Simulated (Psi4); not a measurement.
# Run report: BH₄ (charge −1), excited-state calculation (part 2 of 2)

Continued. System: BH₄, charge −1, SMILES [H][B-]([H])([H])[H]. Method: EOM-CC3/6-31G**, RHF, DKH3 (Psi4 1.11). The geometry comes from this level: GFN2-xTB.

Geometry of the input (Å):
```
B  0.0000  -0.0002  -0.0001
H  0.0119  -0.0206  1.2291
H  1.1546  0.0118  -0.4208
H  -0.5876  1.0078  -0.3876
H  -0.5789  -0.9989  -0.4207
```

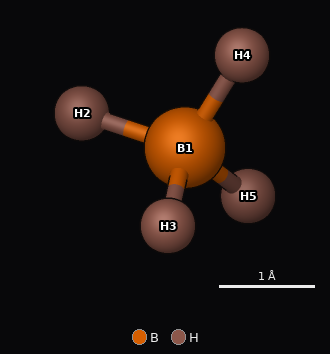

*The structure (ball-and-stick view, seen at a tilt; atoms are numbered from 1 in the order of the input).*

## Output, continued
```
	CCEOM parameters:
	-----------------
	States sought per irrep     = A 4,
	Max. number of iterations   =    80
	Vectors stored per root     =    12
	Print HbarSS iterations?    =     0
	Excitation range for HBarSS =     2
	Eigenvalue tolerance        = 1.0e-06
	Eigenvalue toleranceSS      = 1.0e-06
	Residual vector tolerance   = 1.0e-06
	Residual vector toleranceSS = 1.0e-06
	Complex tolerance           = 1.0e-12
	Root for properties         =     4
	Sym of state for properties =      A
	Guess vectors taken from    = SINGLES
	Restart EOM CC3             = NO
	Collapse with last vector   = YES
	Root following for CC3 turned on.

Fae   dot Fae   total  178.5102829265
Fmi   dot Fmi   total    0.3445825276
Fme   dot Fme   total    0.0000600860
WMBIJ dot WMBIJ total    0.0000000000
Wmbij dot Wmbij total    0.0000000000
WMbIj dot WMbIj total    0.1765413435
WmBiJ dot WmBiJ total    0.0000000000
Symmetry of ground state: A
Symmetry of excited state: A
Symmetry of right eigenvector: A
Seeking states with multiplicity of 1
Obtaining initial guess from singles-singles block of Hbar...Done.

Iter=1    L=4     Root    EOM Energy     Delta E   Res. Norm    Conv?
                     1   0.4902284818   4.90e-01    3.04e-01      N
                     2   0.4903056738   4.90e-01    3.04e-01      N
                     3   0.4903394394   4.90e-01    3.04e-01      N
                     4   0.5029937316   5.03e-01    3.02e-01      N
Iter=2    L=8     Root    EOM Energy     Delta E   Res. Norm    Conv?
                     1   0.4284886590  -6.17e-02    7.40e-02      N
                     2   0.4285675573  -6.17e-02    7.40e-02      N
                     3   0.4286029774  -6.17e-02    7.40e-02      N
                     4   0.4421668065  -6.08e-02    7.14e-02      N
Iter=3    L=12    Root    EOM Energy     Delta E   Res. Norm    Conv?
                     1   0.4253483406  -3.14e-03    2.16e-02      N
                     2   0.4254289267  -3.14e-03    2.16e-02      N
                     3   0.4254651120  -3.14e-03    2.16e-02      N
                     4   0.4389382926  -3.23e-03    2.27e-02      N
Iter=4    L=16    Root    EOM Energy     Delta E   Res. Norm    Conv?
                     1   0.4250831573  -2.65e-04    7.89e-03      N
                     2   0.4251639303  -2.65e-04    7.89e-03      N
                     3   0.4252001801  -2.65e-04    7.89e-03      N
                     4   0.4385935537  -3.45e-04    8.24e-03      N
Iter=5    L=20    Root    EOM Energy     Delta E   Res. Norm    Conv?
                     1   0.4250461065  -3.71e-05    2.68e-03      N
                     2   0.4251268864  -3.70e-05    2.68e-03      N
                     3   0.4251631358  -3.70e-05    2.68e-03      N
                     4   0.4385499020  -4.37e-05    2.64e-03      N
Iter=6    L=24    Root    EOM Energy     Delta E   Res. Norm    Conv?
                     1   0.4250416843  -4.42e-06    8.03e-04      N
                     2   0.4251224680  -4.42e-06    8.03e-04      N
                     3   0.4251587189  -4.42e-06    8.03e-04      N
                     4   0.4385474530  -2.45e-06    8.58e-04      N
Iter=7    L=28    Root    EOM Energy     Delta E   Res. Norm    Conv?
                     1   0.4250414777  -2.07e-07    2.47e-04      N
                     2   0.4251222645  -2.03e-07    2.48e-04      N
                     3   0.4251585171  -2.02e-07    2.48e-04      N
                     4   0.4385479915   5.39e-07    2.77e-04      N
Iter=8    L=32    Root    EOM Energy     Delta E   Res. Norm    Conv?
                     1   0.4250418710   3.93e-07    6.65e-05      N
                     2   0.4251226617   3.97e-07    6.82e-05      N
                     3   0.4251589135   3.96e-07    6.75e-05      N
                     4   0.4385483496   3.58e-07    6.98e-05      N
Iter=9    L=36    Root    EOM Energy     Delta E   Res. Norm    Conv?
                     1   0.4250420878   2.17e-07    2.01e-05      N
                     2   0.4251228974   2.36e-07    2.60e-05      N
                     3   0.4251591386   2.25e-07    2.29e-05      N
                     4   0.4385484974   1.48e-07    2.87e-05      N
Iter=10   L=40    Root    EOM Energy     Delta E   Res. Norm    Conv?
                     1   0.4250421492   6.14e-08    1.13e-05      N
                     2   0.4251230037   1.06e-07    3.14e-05      N
                     3   0.4251592141   7.55e-08    2.04e-05      N
                     4   0.4385485989   1.01e-07    2.97e-05      N
Iter=11   L=44    Root    EOM Energy     Delta E   Res. Norm    Conv?
                     1   0.4250421615   1.22e-08    1.17e-05      N
                     2   0.4251230139   1.02e-08    4.32e-05      N
                     3   0.4251592163   2.14e-09    2.36e-05      N
                     4   0.4385486159   1.70e-08    2.44e-05      N
Iter=12   L=48    Root    EOM Energy     Delta E   Res. Norm    Conv?
                     1   0.4250421369  -2.46e-08    7.67e-06      N
                     2   0.4251229215  -9.23e-08    2.32e-05      N
                     3   0.4251591758  -4.04e-08    1.18e-05      N
                     4   0.4385485525  -6.34e-08    1.15e-05      N
Iter=13   L=8     Root    EOM Energy     Delta E   Res. Norm    Conv?
                     1   0.4250421369  -7.55e-15    7.67e-06      N
                     2   0.4251229215   3.74e-14    2.32e-05      N
                     3   0.4251591758   4.22e-15    1.18e-05      N
                     4   0.4385485525   1.03e-14    1.15e-05      N
Iter=14   L=12    Root    EOM Energy     Delta E   Res. Norm    Conv?
                     1   0.4250421327  -4.24e-09    2.31e-06      N
                     2   0.4251229130  -8.57e-09    6.71e-06      N
                     3   0.4251591719  -3.99e-09    3.34e-06      N
                     4   0.4385485374  -1.51e-08    3.66e-06      N
Iter=15   L=16    Root    EOM Energy     Delta E   Res. Norm    Conv?
                     1   0.4250421343   1.65e-09    7.82e-07      Y
                     2   0.4251229178   4.88e-09    2.45e-06      N
                     3   0.4251591737   1.80e-09    1.10e-06      N
                     4   0.4385485353  -2.17e-09    1.40e-06      N
Iter=16   L=19    Root    EOM Energy     Delta E   Res. Norm    Conv?
                     1   0.4250421342  -8.56e-11    7.23e-07      Y
                     2   0.4251229153  -2.55e-09    1.50e-06      N
                     3   0.4251591726  -1.04e-09    5.75e-07      Y
                     4   0.4385485339  -1.37e-09    1.20e-06      N
Iter=17   L=21    Root    EOM Energy     Delta E   Res. Norm    Conv?
                     1   0.4250421343   8.12e-11    7.51e-07      Y
                     2   0.4251229162   8.96e-10    8.29e-07      Y
                     3   0.4251591726  -2.09e-11    5.70e-07      Y
                     4   0.4385485375   3.61e-09    1.22e-06      N
Iter=18   L=22    Root    EOM Energy     Delta E   Res. Norm    Conv?
                     1   0.4250421343   8.47e-12    7.51e-07      Y
                     2   0.4251229164   1.76e-10    7.96e-07      Y
                     3   0.4251591726   2.74e-11    5.64e-07      Y
                     4   0.4385485372  -2.48e-10    1.17e-06      N
Iter=19   L=23    Root    EOM Energy     Delta E   Res. Norm    Conv?
                     1   0.4250421343  -1.91e-12    7.45e-07      Y
                     2   0.4251229161  -2.48e-10    6.96e-07      Y
                     3   0.4251591726  -1.84e-11    5.68e-07      Y
                     4   0.4385485351  -2.17e-09    1.20e-06      N
Iter=20   L=24    Root    EOM Energy     Delta E   Res. Norm    Conv?
                     1   0.4250421343   6.90e-12    7.56e-07      Y
                     2   0.4251229160  -1.70e-10    6.15e-07      Y
                     3   0.4251591726  -3.10e-11    5.85e-07      Y
                     4   0.4385485333  -1.80e-09    1.53e-06      N
Iter=21   L=25    Root    EOM Energy     Delta E   Res. Norm    Conv?
                     1   0.4250421343  -2.46e-11    7.72e-07      Y
                     2   0.4251229159  -4.50e-11    5.97e-07      Y
                     3   0.4251591726   1.39e-11    5.45e-07      Y
                     4   0.4385485362   2.93e-09    2.42e-06      N
Iter=22   L=26    Root    EOM Energy     Delta E   Res. Norm    Conv?
                     1   0.4250421342  -7.52e-11    7.54e-07      Y
                     2   0.4251229159   1.40e-11    5.99e-07      Y
                     3   0.4251591726   1.10e-11    5.09e-07      Y
                     4   0.4385485399   3.68e-09    1.83e-06      N
Iter=23   L=27    Root    EOM Energy     Delta E   Res. Norm    Conv?
                     1   0.4250421341  -1.04e-10    7.42e-07      Y
                     2   0.4251229158  -8.81e-11    5.92e-07      Y
                     3   0.4251591726   2.88e-11    5.32e-07      Y
                     4   0.4385485338  -6.09e-09    1.69e-06      N
Iter=24   L=28    Root    EOM Energy     Delta E   Res. Norm    Conv?
                     1   0.4250421340  -1.49e-10    7.17e-07      Y
                     2   0.4251229158   1.05e-11    5.85e-07      Y
                     3   0.4251591727   7.90e-11    5.25e-07      Y
                     4   0.4385485322  -1.58e-09    2.84e-06      N
Iter=25   L=29    Root    EOM Energy     Delta E   Res. Norm    Conv?
                     1   0.4250421340  -4.70e-13    7.15e-07      Y
                     2   0.4251229159   1.47e-11    5.78e-07      Y
                     3   0.4251591727   3.66e-11    4.44e-07      Y
                     4   0.4385485350   2.79e-09    2.70e-06      N
Iter=26   L=30    Root    EOM Energy     Delta E   Res. Norm    Conv?
                     1   0.4250421337  -2.21e-10    7.50e-07      Y
                     2   0.4251229158  -1.37e-11    5.79e-07      Y
                     3   0.4251591728   9.12e-12    4.76e-07      Y
                     4   0.4385485359   8.75e-10    2.16e-06      N
Iter=27   L=31    Root    EOM Energy     Delta E   Res. Norm    Conv?
                     1   0.4250421334  -3.49e-10    7.37e-07      Y
                     2   0.4251229158  -7.50e-11    5.80e-07      Y
                     3   0.4251591728   7.99e-11    4.92e-07      Y
                     4   0.4385485367   8.29e-10    1.62e-06      N
Iter=28   L=32    Root    EOM Energy     Delta E   Res. Norm    Conv?
                     1   0.4250421333  -8.00e-11    6.61e-07      Y
                     2   0.4251229158   2.40e-11    5.78e-07      Y
                     3   0.4251591729   8.19e-11    4.06e-07      Y
                     4   0.4385485357  -1.02e-09    7.39e-07      Y
Completed EOM_CCSD
Collapsing to only 4 vector(s).
Copying root 4 to CC3_MISC file.
Setting initial CC3 eigenvalue to    0.4385485357
Iter=1    L=4     Root    EOM Energy     Delta E   Res. Norm    Conv?
Overlaps of Rs with EOM CCSD eigenvector:
	 0     -0.000016
	 1      0.000020
	 2      0.000012
	 3      0.992969
follow_root returning: 3
                     4   0.4360226674  -2.53e-03    1.46e-02      N
Iter=2    L=5     Root    EOM Energy     Delta E   Res. Norm    Conv?
Overlaps of Rs with EOM CCSD eigenvector:
	 0      0.000017
	 1      0.000023
	 2      0.000014
	 3     -0.992346
	 4     -0.057940
follow_root returning: 3
                     4   0.4357023344  -3.20e-04    4.84e-03      N
Iter=3    L=6     Root    EOM Energy     Delta E   Res. Norm    Conv?
Overlaps of Rs with EOM CCSD eigenvector:
	 0     -0.000017
	 1     -0.000024
	 2      0.000014
	 3     -0.992282
	 4     -0.050213
	 5     -0.036984
follow_root returning: 3
                     4   0.4356620383  -4.03e-05    1.67e-03      N
Iter=4    L=7     Root    EOM Energy     Delta E   Res. Norm    Conv?
Overlaps of Rs with EOM CCSD eigenvector:
	 0     -0.000017
	 1     -0.000024
	 2      0.000014
	 3     -0.992296
	 4      0.032004
	 5     -0.055233
	 6     -0.007267
follow_root returning: 3
                     4   0.4356604935  -1.54e-06    5.48e-04      N
Iter=5    L=8     Root    EOM Energy     Delta E   Res. Norm    Conv?
Overlaps of Rs with EOM CCSD eigenvector:
	 0     -0.000017
	 1      0.000024
	 2      0.000014
	 3     -0.992304
	 4     -0.021136
	 5     -0.058725
	 6      0.019104
	 7      0.010607
follow_root returning: 3
                     4   0.4356604626  -3.09e-08    1.64e-04      N
Iter=6    L=9     Root    EOM Energy     Delta E   Res. Norm    Conv?
Overlaps of Rs with EOM CCSD eigenvector:
	 0     -0.000017
	 1      0.000024
	 2      0.000014
	 3      0.992306
	 4      0.012514
	 5     -0.052654
	 6      0.036359
	 7     -0.013151
	 8     -0.004465
follow_root returning: 3
                     4   0.4356603632  -9.94e-08    5.94e-05      N
Iter=7    L=10    Root    EOM Energy     Delta E   Res. Norm    Conv?
Overlaps of Rs with EOM CCSD eigenvector:
	 0      0.000017
	 1     -0.000024
	 2      0.000014
	 3     -0.992307
	 4     -0.003492
	 5      0.044833
	 6     -0.045943
	 7      0.015729
	 8     -0.010172
	 9     -0.001114
follow_root returning: 3
                     4   0.4356604283   6.51e-08    1.84e-05      N
Collapsing to 4 vector(s).
Change in CC3 energy from last iterated value   -0.0028881073
Iter=8    L=4     Root    EOM Energy     Delta E   Res. Norm    Conv?
Overlaps of Rs with EOM CCSD eigenvector:
	 0      0.000017
	 1      0.000024
	 2     -0.000014
	 3     -0.992307
follow_root returning: 3
                     4   0.4356628574   2.43e-06    2.29e-05      N
Iter=9    L=5     Root    EOM Energy     Delta E   Res. Norm    Conv?
Overlaps of Rs with EOM CCSD eigenvector:
	 0      0.000017
	 1     -0.000023
	 2      0.000014
	 3     -0.992307
	 4     -0.041992
follow_root returning: 3
                     4   0.4356629623   1.05e-07    8.75e-06      N
Iter=10   L=6     Root    EOM Energy     Delta E   Res. Norm    Conv?
Overlaps of Rs with EOM CCSD eigenvector:
	 0     -0.000017
	 1      0.000024
	 2      0.000014
	 3      0.992307
	 4     -0.028100
	 5      0.035526
follow_root returning: 3
                     4   0.4356629852   2.29e-08    4.14e-06      N
Iter=11   L=7     Root    EOM Energy     Delta E   Res. Norm    Conv?
Overlaps of Rs with EOM CCSD eigenvector:
	 0      0.000017
	 1     -0.000024
	 2     -0.000014
	 3      0.992307
	 4      0.005300
	 5      0.042106
	 6     -0.016891
follow_root returning: 3
                     4   0.4356629813  -3.89e-09    2.59e-06      N
Iter=12   L=8     Root    EOM Energy     Delta E   Res. Norm    Conv?
Overlaps of Rs with EOM CCSD eigenvector:
	 0      0.000017
	 1     -0.000024
	 2     -0.000014
	 3      0.992307
	 4      0.006187
	 5      0.021122
	 6     -0.040712
	 7      0.007326
follow_root returning: 3
                     4   0.4356629840   2.69e-09    3.49e-06      N
Iter=13   L=9     Root    EOM Energy     Delta E   Res. Norm    Conv?
Overlaps of Rs with EOM CCSD eigenvector:
	 0     -0.000017
	 1     -0.000024
	 2      0.000014
	 3      0.992307
	 4      0.002697
	 5      0.018512
	 6     -0.039407
	 7      0.019808
	 8     -0.000626
follow_root returning: 3
                     4   0.4356629826  -1.42e-09    1.22e-06      N
Iter=14   L=10    Root    EOM Energy     Delta E   Res. Norm    Conv?
Overlaps of Rs with EOM CCSD eigenvector:
	 0     -0.000017
	 1     -0.000024
	 2      0.000014
	 3      0.992307
	 4     -0.000299
	 5      0.018125
	 6     -0.016540
	 7      0.037978
	 8     -0.016124
	 9      0.000365
follow_root returning: 3
                     4   0.4356629804  -2.19e-09    4.85e-07      Y
Collapsing to 4 vector(s).
Change in CC3 energy from last iterated value    0.0000025521
Iter=15   L=4     Root    EOM Energy     Delta E   Res. Norm    Conv?
Overlaps of Rs with EOM CCSD eigenvector:
	 0      0.000017
	 1     -0.000024
	 2     -0.000014
	 3      0.992307
follow_root returning: 3
                     4   0.4356629782  -2.19e-09    4.84e-07      Y
Collapsing to only 4 vector(s).
Copying root 4 to start of PSIF_EOM_Cxxx files.
Change in CC3 energy from last iterated value   -0.0000000022

Procedure converged for 1 root(s).
EOM CC3 R0 for root 0 =   0.00001297268

Final Energetic Summary for Converged Roots of Irrep A
                     Excitation Energy              Total Energy
                (eV)     (cm^-1)     (au)             (au)
EOM State 1     11.855    95617.0   0.4356629782   -26.695768347670

Largest components of excited wave function #1:
 RIA (libdpd indices) : (cscf notation)
         2 >   1      :        4a >     7a :   -0.3921928711
         3 >   2      :        5a >     8a :   -0.2468997178
         1 >   0      :        3a >     6a :   -0.2397653585
         3 >   0      :        5a >     6a :    0.2316780892
         3 >   1      :        5a >     7a :   -0.1855098985
 RIjAb (libdpd indices)     : (cscf notation)
        1   1 >   1   1     :     3a     3a >     7a     7a :    0.0307270194
        3   3 >   1   1     :     5a     5a >     7a     7a :    0.0294400099
        2   2 >   0   0     :     4a     4a >     6a     6a :   -0.0291619907
        3   1 >   0   2     :     5a     3a >     6a     8a :    0.0264254472
        1   3 >   2   0     :     3a     5a >     8a     6a :    0.0264254472

	Total # of sigma evaluations: 96

    Psi4 run time: 0:00:11.83
```

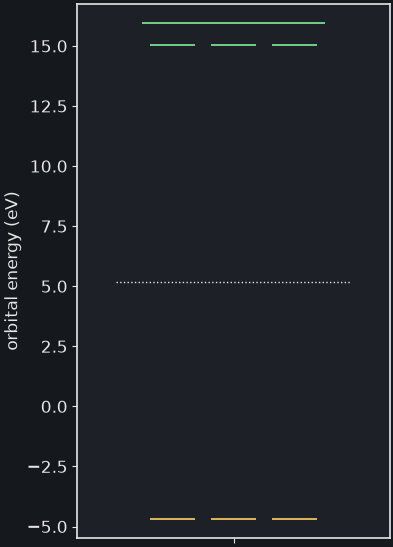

*Orbital energies near the frontier (SCF reference); the dotted line parts filled from empty levels, and levels within 0.02 eV of each other stand side by side.*

Highest filled −4.67 eV, lowest empty 15.03 eV, 19.70 eV apart.

## Summary

- outcome: converged
- total energy: −27.131431 hartree
- SCF energy: −26.974286 hartree
- MP2 energy: −27.104002 hartree
- basis functions: 35
- T1 diagnostic: 0.007
- HOMO of the SCF reference: −4.67 eV
- LUMO of the SCF reference: 15.03 eV
- hardware: 1 thread of AMD EPYC (Zen 3), 24 GiB of memory available, shared host
- wall time: 13 s
- peak memory: 0.22 GiB
